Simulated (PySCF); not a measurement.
Molecule: SMILES C[Si](C)(C)C#C[SiH2]F (C5H11FSi2). Atoms near the plane z = 0.0 Å, at the GFN2-xTB optimised geometry (x, y, z in Å): Si1 (-3.0, 0.5, 0.0), C3 (-1.2, 0.5, 0.0), C4 (0.0, 0.5, 0.0), Si5 (1.9, 0.5, 0.0), C7 (2.5, -1.3, -0.2), H9 (-3.6, -0.4, 1.0), H10 (-3.6, 1.9, 0.0), H14 (2.1, -1.9, 0.7), H15 (3.6, -1.3, -0.2), H16 (2.1, -1.7, -1.1).

Level of theory: PBE0/def2-SVP run with PySCF 2.14.0. Cells within 0.4 Å of a nucleus heavier than hydrogen are left out (blank, or x). The values are rescaled to run from 0 to 1.

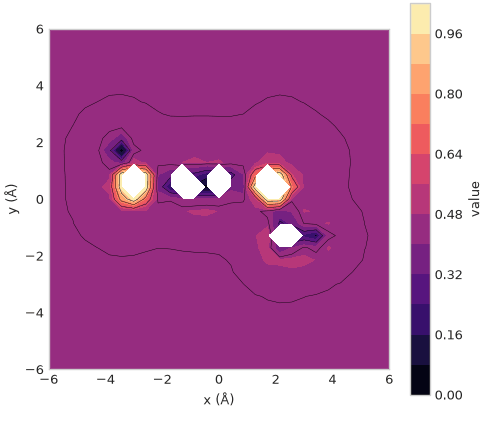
Figure: a field on the plane z = 0.0 Å.

Problem. Which quantity is mapped?
A. electron localisation function
B. Laplacian of the electron density
C. deformation density (molecule minus spherical neutral atoms)
D. electrostatic potential

Solution. B, Laplacian of the electron density. In full: Laplacian of the electron density (e/bohr⁵), clipped to [-1.50, 1.50].
